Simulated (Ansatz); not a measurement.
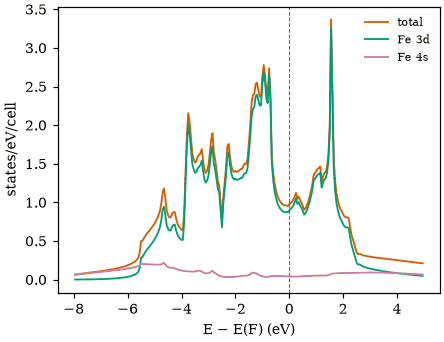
Fig. 1. Total and projected density of states of Fe (bcc (W type), space group No. 229), DFT-LDA in the program Ansatz with PAW potentials

Task: Which orbitals carry the states next to the Fermi level?

Result: Within 0.5 eV of the Fermi level: Fe 3d 92 %. Projections are on Löwdin-orthogonalised atomic valence shells; empty p or d shells of many metals are not among them.

Task: Where is the tallest occupied peak in this window, and what makes it?

Result: Near -0.9 eV, about 2.8 states/eV per cell; the largest projected share is Fe 3d.

Space group Im-3m (bcc (W type)). The LDA relaxation kept the symmetry of its start. Spin order of the final state: ferromagnetic, chosen from 3 collinear starts compared on coarse meshes (ties went to the first, and starts can fall back to one state), not a proven ground state. Textbook magnetic order: ferromagnetic.

Potentials: the later of the program's two PAW sets.
